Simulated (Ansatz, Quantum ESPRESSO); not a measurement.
# 1T-PtS2, 1 layer: the gap on the mesh at a withheld member of a series

How the rows were computed: Quantum ESPRESSO 7.5, PBE, SG15 norm-conserving. Cell and atoms are relaxed under PBE (GBRV files) and held. Screened hybrids with norm-conserving files, screening 0.106 per bohr, fixed occupations, a 9×9×1 mesh with exchange on 3×3×1 q points. Levels count from the potential in the middle of the vacuum. The series steps the share of short-range exact exchange (0.25 is HSE06, 0 is PBE).

```tsv
share of short-range exact exchange	gap on the mesh (eV)
0	1.825
0.1	2.196
0.15	2.389
0.2	2.584
0.25	2.781
0.3	2.964
```

To predict: What is the gap on the mesh at 0.4?

**Worked estimate.** The rows at 0.25 and 0.3 give a slope of (2.964 − (2.781))/(0.3 − (0.25)) = 3.66, so a straight line gives 3.330 eV. A parabola through these and the row at 0.2 gives 3.288 eV.

What the calculation gave: 3.344 eV. The line misses by −0.014 and the parabola by −0.056 eV. The line does better here.

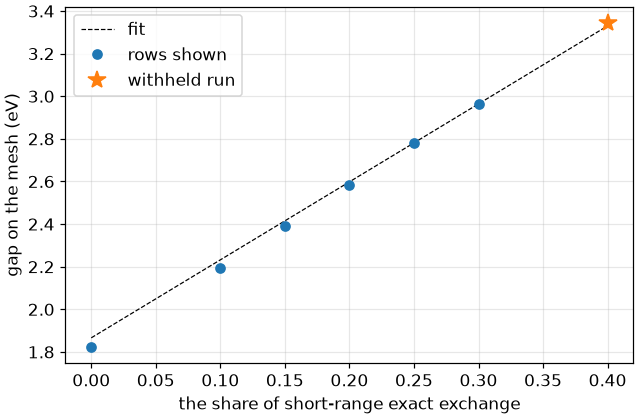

The rows shown, the fit and the withheld run.

Caveats: Gaps are those of the mesh; no spin-orbit coupling; the q mesh was not tested; the geometry stays that of PBE.

[Logs are printed without paths, hosts, clocks, repeated set-up lines and the standing remarks that a program may print on its own settings, such as how far it seeks lower states.]
